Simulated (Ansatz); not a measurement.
**SiGe (model cell, started as NiAs type): from the cell to its phonons**

Wanted: phonon frequencies of SiGe (model cell, started as NiAs type) and what follows from them.

Program: Ansatz 0.2.0. Level of theory: DFT PBEsol, scalar-relativistic, plane waves, PAW. Results are calculated unless marked as measured.

The structure was built from a prototype and need not be the compound's stable phase.

### Step 1. The structure

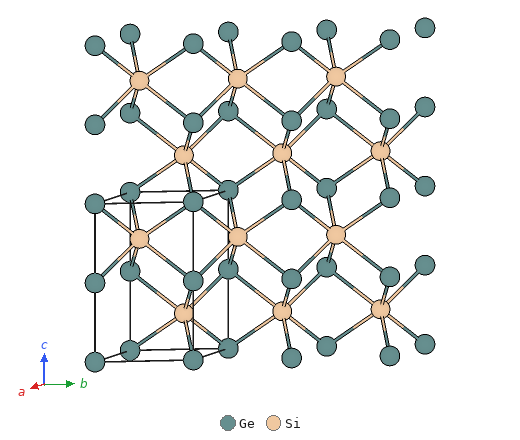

The cell as given, slightly off an axis (germanium teal, silicon light orange). 1×3×2 cells are drawn. Bonds to atoms that aren't drawn are left out. Some periodic images of atoms are drawn too.

Coordinates:

```cif
data_structure
_symmetry_space_group_name_H-M 'P6_3/mmc'
_symmetry_Int_Tables_number 194
_cell_length_a 3.4020
_cell_length_b 3.4020
_cell_length_c 5.4432
_cell_angle_alpha 90.000
_cell_angle_beta 90.000
_cell_angle_gamma 120.000
_cell_volume 54.56
loop_
_atom_site_label
_atom_site_type_symbol
_atom_site_symmetry_multiplicity
_atom_site_Wyckoff_symbol
_atom_site_fract_x
_atom_site_fract_y
_atom_site_fract_z
_atom_site_occupancy
Ge1 Ge 2 a 0.00000 0.00000 0.00000 1
Si1 Si 2 c 0.33333 0.66667 0.25000 1
```

### Step 2. Coarse relaxation

A rough relaxation comes first, because large forces or stress need no tight tolerances yet.

Input file input.yaml:

```yaml
crystal:
  lattice:
    - [3.40203, 0.0, 0.0]
    - [-1.70102, 2.94625, 0.0]
    - [0.0, 0.0, 5.44325]
  atoms:
    - { symbol: Ge, position: [0.0, 0.0, 0.0] }
    - { symbol: Ge, position: [0.0, 0.0, 0.5] }
    - { symbol: Si, position: [0.333333, 0.666667, 0.25] }
    - { symbol: Si, position: [0.666667, 0.333333, 0.75] }
kpoints:
  mp_grid: { grid: [6, 6, 4] }
hamiltonian:
  xc: pbesol
scf:
  occupations: { method: gaussian, width: 0.1 }
output:
  forces: true
  stress: true
  eigenvalues: true
relax:
  adjacent_minimum: "off"
  f_tol: 0.05
  max_steps: 80
  cell: { stress_tol: 0.5 }
```

Command:

```bash
$ ansatz run input.yaml --threads 4 --pin off --max-ram 7168MiB --backend cpu --events-out ev --progress --plain --runs-dir out
```

Numbers of over 12 decimals in the logs are rounded to 6 here.

Output:

```text
[...]
F+E_penalty+E_count = -9748.74185503 eV   max|allowed force component| = 1.665e-16 eV/Å   (the final SCF, on the basis selected at the relaxed cell)
  cell:  # Å, volume = 70.6965 Å³
    - [3.641240, 3.0897274228823877e-6, 0]
    - [-1.820623, 3.153405, 0]
    - [0, 0, 6.156990]
  atoms:
    - { symbol: Ge, position: [0, 0, 0] }
    - { symbol: Ge, position: [0, 0, 0.500000] }
    - { symbol: Si, position: [0.333333, 0.666667, 0.250000] }
    - { symbol: Si, position: [0.666667, 0.333333, 0.75] }
[key lines of the parts left out:]
SCF converged after 4 iterations
Free energy (F): -9748.741855 eV
Fermi energy:    9.818705 eV
P = ⅓ Tr σ = 0.0261 GPa (0.261 kbar)
```

Run time: 4.1 s. Hardware: 4 threads of Arm Neoverse V2, shared host; peak memory 0.37 GiB.

Relaxation path:

| step | energy less that of the first step (eV) | largest force component (eV/Å) | pressure (GPa) | volume (Å³) |
| --- | --- | --- | --- | --- |
| 1 | 0.0000 | 0.0000 | 42.05 | 54.56 |
| 2 | -1.2883 | 0.0000 | 18.49 | 61.36 |
| 3 | -1.7179 | 0.0000 | 7.57 | 65.80 |
| 4 | -1.8162 | 0.0000 | 1.27 | 69.34 |
| 5 | -1.8210 | 0.0000 | -0.13 | 70.44 |
| 6* | -1.8432 | 0.0000 | 0.42 | 70.44 |
| 7 | -1.8438 | 0.0000 | 0.03 | 70.70 |
| 8* | -1.8439 | 0.0000 | 0.03 | 70.70 |

Relaxation steps marked * repeat the geometry before them on a plane-wave basis chosen anew for their cell, so energy and pressure can jump there.

Forces are held to the 24 operations that the run works with; a distortion that breaks them can't arise in this run.

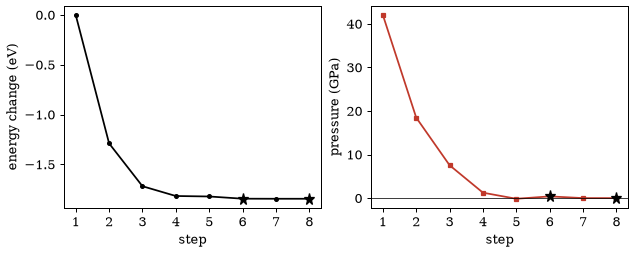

Energy and pressure along the relaxation. Stars mark steps on a basis chosen anew.

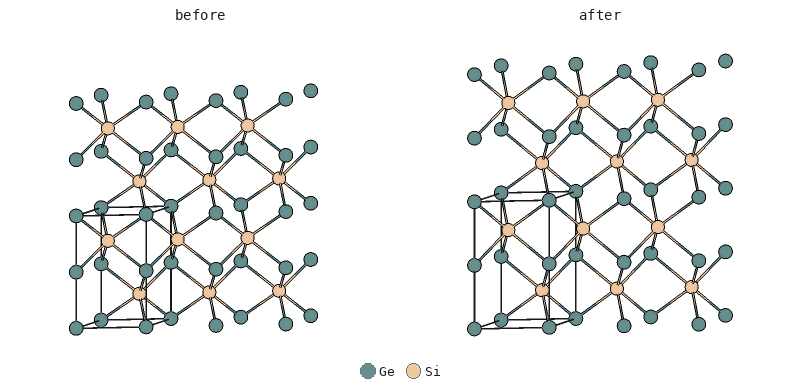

The structure before and after the relaxation, drawn at the same scale. Bonds to atoms that aren't drawn are left out.

| cell as run | before | after | change |
| --- | --- | --- | --- |
| a (Å) | 3.402 | 3.641 | +7.0 % |
| b (Å) | 3.402 | 3.641 | +7.0 % |
| c (Å) | 5.443 | 6.157 | +13.1 % |
| volume (Å³/atom) | 13.64 | 17.67 | +29.6 % |

Final coordinates:

```cif
data_structure
_symmetry_space_group_name_H-M 'P 1'
_symmetry_Int_Tables_number 1
_cell_length_a 3.6412
_cell_length_b 3.6412
_cell_length_c 6.1570
_cell_angle_alpha 90.000
_cell_angle_beta 90.000
_cell_angle_gamma 120.000
_cell_volume 70.70
loop_
_atom_site_label
_atom_site_type_symbol
_atom_site_fract_x
_atom_site_fract_y
_atom_site_fract_z
_atom_site_occupancy
Ge1 Ge 0.00000 0.00000 0.00000 1
Ge2 Ge 0.00000 0.00000 0.50000 1
Si3 Si 0.33333 0.66667 0.25000 1
Si4 Si 0.66667 0.33333 0.75000 1
```

This step gave:

| Quantity | Value |
| --- | --- |
| pressure | 0.02608 GPa |
| volume per atom | 17.67 Å³ |
| gap on the k-mesh | 0 eV |

In this step the volume went from 13.64 to 17.67 Å³/atom.

### Step 3. Bringing the structure to rest

The cell and atoms are relaxed, since residual forces and stress would shift the frequencies.

input.yaml, the sections that differ from step 2:

```yaml
crystal:
  lattice:
    - [3.64124031, 3.0897e-06, 0.0]
    - [-1.8206228308, 3.1534050649, 0.0]
    - [0.0, 0.0, 6.1569898636]
  atoms:
    - { symbol: Ge, position: [0.0, 0.0, 0.0] }
    - { symbol: Ge, position: [0.0, 0.0, 0.5] }
    - { symbol: Si, position: [0.3333333333, 0.6666666667, 0.25] }
    - { symbol: Si, position: [0.6666666667, 0.3333333333, 0.75] }
kpoints:
  mp_grid: { grid: [12, 12, 6] }
relax:
  adjacent_minimum: "off"
  f_tol: 0.005
  max_steps: 80
  cell: { stress_tol: 0.05 }
# hamiltonian, scf, output: as in step 2
```

Output:

```text
[...]
Crystal: 4 atoms, lattice volume = 70.696 Å³
Basis set: ecut = 420 eV, 1353 PW (Γ), exchange–correlation on 50×50×90 points (8 copies of the dense FFT grid, shifted against one another)
Bands: 22, of which v1, the nominal top of the filled ones, is band 18 counted from 1 (17 counted from 0)
Symmetry: 24 space group operations
[...]
k-points: 76 of 864
[...]
--- Relaxed structure (4 steps of the walk, 4 accepted, 1 SCFs on fresh bases) ---
[...]
cell:  # Å, volume = 70.3551 Å³
    - [3.558344, 3.019383443650812e-6, 0]
    - [-1.779175, 3.081615, -1.1268974874094063e-18]
    - [0, -2.2002553634982957e-18, 6.416068]
  atoms:
    - { symbol: Ge, position: [0, 0, 0] }
    - { symbol: Ge, position: [0, 0, 0.500000] }
    - { symbol: Si, position: [0.333333, 0.666667, 0.250000] }
    - { symbol: Si, position: [0.666667, 0.333333, 0.75] }
[key lines of the parts left out:]
SCF converged after 6 iterations
Free energy (F): -9748.706021 eV
Fermi energy:    9.793934 eV
P = ⅓ Tr σ = -0.0116 GPa (-0.116 kbar)
```

Run time: 8.3 s. Hardware: 4 threads; peak memory 0.44 GiB.

Relaxation path:

| step | energy less that of the first step (eV) | largest force component (eV/Å) | pressure (GPa) | volume (Å³) |
| --- | --- | --- | --- | --- |
| 1 | 0.0000 | 0.0000 | 0.42 | 70.70 |
| 2 | -0.0090 | 0.0000 | -0.14 | 70.91 |
| 3 | -0.0168 | 0.0000 | -0.22 | 70.59 |
| 4 | -0.0170 | 0.0000 | -0.02 | 70.36 |
| 5* | -0.0172 | 0.0000 | -0.01 | 70.36 |

Relaxation steps marked * repeat the geometry before them on a plane-wave basis chosen anew for their cell, so energy and pressure can jump there.

The run keeps the 24 symmetry operations that it works with, so distortions that break them were not tested.

| conventional cell, symmetrised | before | after | change |
| --- | --- | --- | --- |
| a (Å) | 3.641 | 3.558 | -2.3 % |
| b (Å) | 3.641 | 3.558 | -2.3 % |
| c (Å) | 6.157 | 6.416 | +4.2 % |
| volume (Å³/atom) | 17.67 | 17.59 | -0.5 % |

Final coordinates:

```xyz
4
Lattice="3.5583 0.0000 0.0000 -1.7792 3.0816 0.0000 0.0000 0.0000 6.4161" Properties=species:S:1:pos:R:3 pbc="T T T"
Ge    0.0000    0.0000    0.0000
Ge    0.0000    0.0000    3.2080
Si    0.0000    2.0544    1.6040
Si    1.7792    1.0272    4.8121
```

Numbers from this step:

- pressure: -0.01159 GPa
- volume per atom: 17.59 Å³

In this step the volume went from 17.67 to 17.59 Å³/atom.

### Step 4. Tight relaxation

Phonons need a cell at rest on their own settings, so the relaxation is repeated with tight tolerances on forces and stress, using the mesh and the filling of the phonon run that follows.

Input file input.yaml:

```yaml
crystal:
  lattice:
    - [3.5583441235, 3.0194e-06, 0.0]
    - [-1.7791746766, 3.0816148967, 0.0]
    - [0.0, 0.0, 6.4160682346]
  atoms:
    - { symbol: Ge, position: [0.0, 0.0, 0.0] }
    - { symbol: Ge, position: [0.0, 0.0, 0.5] }
    - { symbol: Si, position: [0.3333333333, 0.6666666667, 0.25] }
    - { symbol: Si, position: [0.6666666667, 0.3333333333, 0.75] }
kpoints:
  mp_grid: { grid: [12, 12, 6] }
hamiltonian:
  xc: pbesol
scf:
  occupations: { method: methfessel_paxton, width: 0.15 }
output:
  forces: true
  stress: true
  eigenvalues: true
relax:
  adjacent_minimum: "off"
  f_tol: 0.001
  max_steps: 60
  cell: { stress_tol: 0.01 }
```

Output:

```text
[...]
Crystal: 4 atoms, lattice volume = 70.355 Å³
Basis set: ecut = 420 eV, 1335 PW (Γ), exchange–correlation on 48×48×90 points (8 copies of the dense FFT grid, shifted against one another)
Bands: 22, of which v1, the nominal top of the filled ones, is band 18 counted from 1 (17 counted from 0)
Symmetry: 24 space group operations
[...]
k-points: 76 of 864
[...]
--- Relaxed structure (4 steps of the walk, 4 accepted, 1 SCFs on fresh bases) ---
[...]
cell:  # Å, volume = 70.3632 Å³
    - [3.560941, 3.021587665578676e-6, 0.0]
    - [-1.780473, 3.083864, 0.0]
    - [0.0, 0.0, 6.407454]
  atoms:
    - { symbol: Ge, position: [0, 0, 0] }
    - { symbol: Ge, position: [0, 0, 0.5] }
    - { symbol: Si, position: [0.333333, 0.666667, 0.25] }
    - { symbol: Si, position: [0.666667, 0.333333, 0.750000] }
[key lines of the parts left out:]
SCF converged after 5 iterations
Free energy (F): -9748.701763 eV
Fermi energy:    9.796536 eV
P = ⅓ Tr σ = 0.0010 GPa (0.010 kbar)
```

The job ended after 7.4 s (4 threads; peak memory 0.43 GiB).

Step by step:

| step | energy less that of the first step (eV) | largest force component (eV/Å) | pressure (GPa) | volume (Å³) |
| --- | --- | --- | --- | --- |
| 1 | 0.0000 | 0.0000 | -0.01 | 70.36 |
| 2 | 0.0000 | 0.0000 | 0.00 | 70.35 |
| 3 | 0.0000 | 0.0000 | 0.01 | 70.36 |
| 4 | 0.0000 | 0.0000 | 0.00 | 70.36 |
| 5* | 0.0000 | 0.0000 | 0.00 | 70.36 |

Relaxation steps marked * repeat the geometry before them on a plane-wave basis chosen anew for their cell, so energy and pressure can jump there.

Forces are held to the 24 operations that the run works with; a distortion that breaks them can't arise in this run.

| conventional cell, symmetrised | before | after | change |
| --- | --- | --- | --- |
| a (Å) | 3.558 | 3.561 | +0.1 % |
| b (Å) | 3.558 | 3.561 | +0.1 % |
| c (Å) | 6.416 | 6.407 | -0.1 % |
| volume (Å³/atom) | 17.59 | 17.59 | +0.0 % |

The relaxed structure:

```xyz
4
Lattice="3.5609 0.0000 0.0000 -1.7805 3.0839 0.0000 0.0000 0.0000 6.4075" Properties=species:S:1:pos:R:3 pbc="T T T"
Ge    0.0000    0.0000    0.0000
Ge    0.0000    0.0000    3.2037
Si    0.0000    2.0559    1.6019
Si    1.7805    1.0280    4.8056
```

This step gave:

- pressure: 0.001006 GPa

The forces vanish by symmetry and the pressure is 0.001 GPa, within the tolerances set. The cell now holds 17.59 Å³/atom.

### Step 5. Zone-centre response

The zone centre comes first: it holds the modes that light can see, as far as symmetry allows. No field response is asked, since the mesh shows no gap.

input.yaml, the sections that differ from step 4:

```yaml
crystal:
  lattice:
    - [3.5609407289, 3.0216e-06, 0.0]
    - [-1.7804729812, 3.0838636218, 0.0]
    - [0.0, 0.0, 6.4074540934]
  atoms:
    - { symbol: Ge, position: [0.0, 0.0, 0.0] }
    - { symbol: Ge, position: [0.0, 0.0, 0.5] }
    - { symbol: Si, position: [0.3333333333, 0.6666666667, 0.25] }
    - { symbol: Si, position: [0.6666666667, 0.3333333333, 0.75] }
output:
  eigenvalues: true
phonons:
  method: dfpt
# kpoints, hamiltonian, scf: as in step 4
# relax: removed
```

Output:

```text
[...]
Crystal: 4 atoms, lattice volume = 70.363 Å³
Basis set: ecut = 420 eV, 1335 PW (Γ), exchange–correlation on 48×48×96 points (8 copies of the dense FFT grid, shifted against one another)
Bands: 22, of which v1, the nominal top of the filled ones, is band 18 counted from 1 (17 counted from 0)
Symmetry: 24 space group operations
k-points: 242 of 864 (irreducible under 2 space group operations, time reversal used)
[...]
SCF iter   1: F=—  HF=-9748.707450 eV  |F-HF|=—  |Δ(HF+E_count)|=         —  Δρ=4.08e-3  dr2=1.54e-2  ethr=1.77e-3  ⟨swp⟩=5.2  Hψ=24007  notcnv=0
[...]
SCF iter   9: F=-9748.701763 eV  HF=-9748.701763 eV  |F-HF|=0.00e0  |Δ(HF+E_count)|=  6.18e-11  S|Δr|=    0.00e0  Δρ=1.15e-7  dr2=6.41e-12  ethr=1.00e-12  ⟨swp⟩=5.2  Hψ=25660  notcnv=0
SCF 1 converged in 9 iterations: F = -9748.701763 eV  dr2 = 6.41e-12
[...]
DFPT response loops at Γ: preconditioner auto → Kerker (q_TF=auto, 2.440 Å⁻¹) (partly filled bands, converged f_vac=0.000); β = 1.00, the filter's whole step (`scf.mixing.beta` (0.50) is not read by the response loops under this deck's `scf.mixing.preconditioner`; to damp them name `kerker` or `kerker_dos`, under which they read `scf.mixing.beta`, and type it under 1.00, their step now; both keys bind the ground state too); Broyden in place of MSR1
SCF converged after 9 iterations
[...]
Free energy (F): -9748.701763 eV
[...]
Internal energy: -9748.699654 eV  (E = F + TS)
E sigma→0 (E₀):  -9748.701236 eV
Entropy (-TS):   -0.002110 eV (-0.527 meV/atom)
Fermi energy:    9.796536 eV
[...]
--- Band table (eV; the first three rows and the last of 242) ---
  k-point 0: bands = [... 14 lower, 10.0287, 10.0287, 10.6176, 11.7177, 11.7177, 13.1387, 13.1387, 13.9614]
  k-point 1: bands = [... 14 lower, 10.1139, 10.1139, 11.5531, 11.5741, 11.5741, 13.1429, 13.1429, 13.8145]
  k-point 2: bands = [... 14 lower, 10.3620, 10.3620, 11.1953, 11.1953, 12.3952, 13.2800, 13.2800, 13.4390]
  k-point 241: bands = [... 14 lower, 5.4854, 5.4854, 7.5265, 7.5265, 10.8133, 10.8133, 12.2291, 12.2291]
--- Phonons (Γ-DFPT): 4 representative perturbations + reference, on 242 of 864 k-points (Σ response iterations 12) ---
  k mesh reduced under 2 symmetry operations, with k and −k counted as one. Each operation leaves every solved perturbation unchanged. A smaller set is not used because it would not reduce the number of displacements times k-points to solve
  ASR residual: 4.654e-5 → 0.000e0 eV/Å²; symmetrization residual: 6.885e-5 eV/Å²
  ASR residual per site (eV/Å²): 4.65e-5 4.65e-5 1.83e-5 1.83e-5
  Γ frequencies (cm⁻¹): 0.00 0.00 0.00 79.78 79.78 140.31 191.69 196.34 196.34 211.60 211.60 228.78
  non-analytic LO–TO correction: not included (Born effective charges unavailable; polar crystals: no LO–TO splitting at Γ)
```

Wall time 41 s (4 threads); peak memory 1.5 GiB.

In the SCF lines HF is the Harris–Foulkes energy and dr2 the Hartree energy of the density residual, in eV; the loop may stop once dr2 is under the threshold and the program's other checks hold. Hψ counts applications of the Hamiltonian.

Numbers from this step:

| Quantity | Value |
| --- | --- |
| sum-rule residual before enforcement | 4.65e-5 eV/Å² |
| point group | 6/mmm |
| highest optical mode at the zone centre (no LO-TO term) | 228.8 cm⁻¹ |
| lowest optical zone-centre mode | 79.78 cm⁻¹ |

Patterns of degenerate modes are one choice out of their space. The modes at Γ (shares of kinetic energy by element, %):

| mode | frequency (cm⁻¹) | symmetry | Ge % | Si % |
| --- | --- | --- | --- | --- |
| 1 | 0.0 | acoustic | 72 | 28 |
| 2 | 0.0 | acoustic | 72 | 28 |
| 3 | 0.0 | acoustic | 72 | 28 |
| 4 | 79.8 | E2u | 100 | 0 |
| 5 | 79.8 | E2u | 100 | 0 |
| 6 | 140.3 | B2u | 100 | 0 |
| 7 | 191.7 | A2u | 28 | 72 |
| 8 | 196.3 | E2g | 0 | 100 |
| 9 | 196.3 | E2g | 0 | 100 |
| 10 | 211.6 | E1u | 28 | 72 |
| 11 | 211.6 | E1u | 28 | 72 |
| 12 | 228.8 | B1g | 0 | 100 |

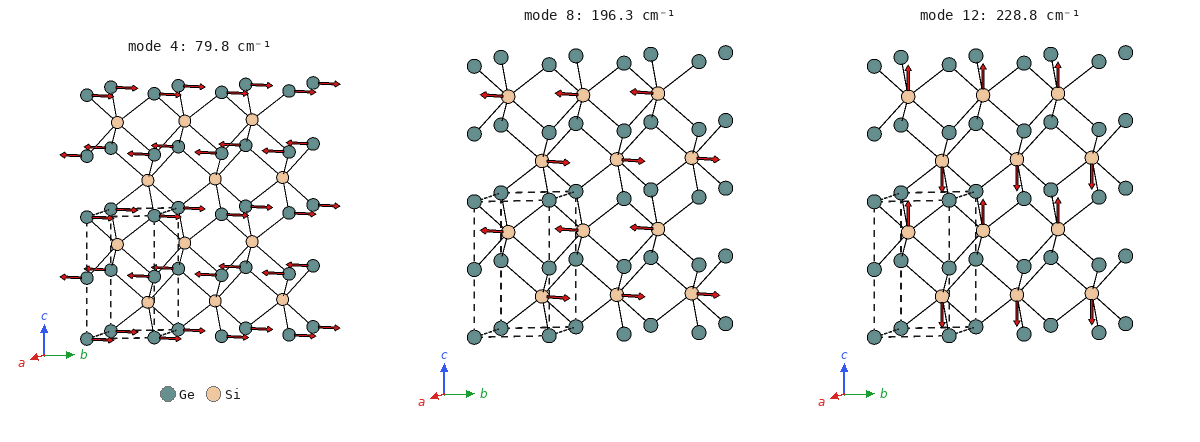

Displacement patterns of modes 4, 8 and 12 at Γ; arrows are exaggerated. Bonds to atoms that aren't drawn are left out. 1×3×2 cells are drawn. Some periodic images of atoms are drawn too.

Before it was imposed, the acoustic sum rule was missed by 4.7e-5 eV/Å². Small misses are needed for a sound result but don't prove that mesh and cutoff are converged. The lowest optical mode is real, 79.8 cm⁻¹.

[end of part 1 of 2]

[Logs are printed without paths, hosts, clocks, repeated set-up lines and the standing remarks that a program may print on its own settings, such as how far it seeks lower states.]

[Hosts, paths, dates, database ids (printed as entryN), source tags and the programs' standing remarks are cut or masked in the printed files.]
